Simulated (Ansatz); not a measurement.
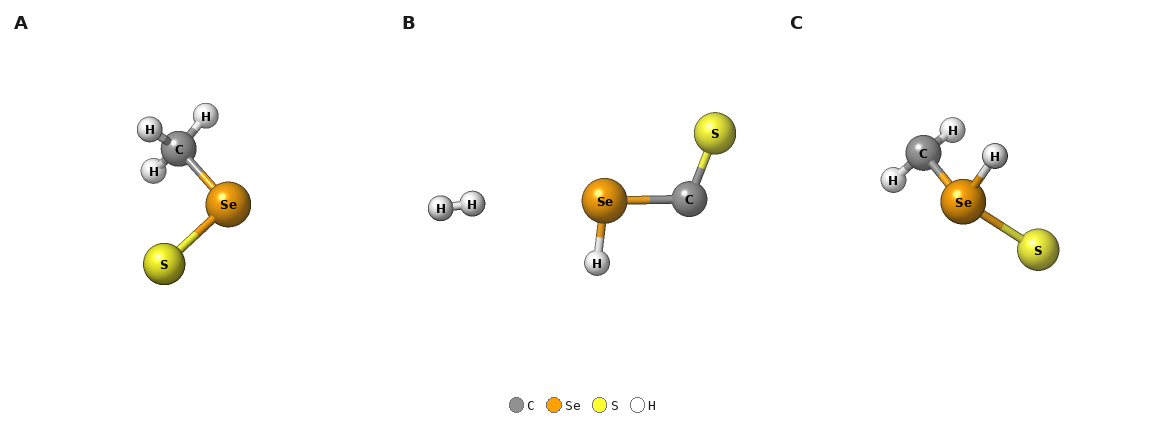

3 stationary structures of one formula. Charge −1, singlet. Geometries: PBE0-D4/def2-TZVPD. Electronic energies: PBE0-D4/def2-TZVPD (Ansatz 0.2.0), without zero-point energy. No frequency run is at hand to confirm each as a minimum.

> Which structure is the most stable?

A is lowest (Cs); C lies 2.220 eV above it (C1), B lies 2.995 eV above it (Cs).
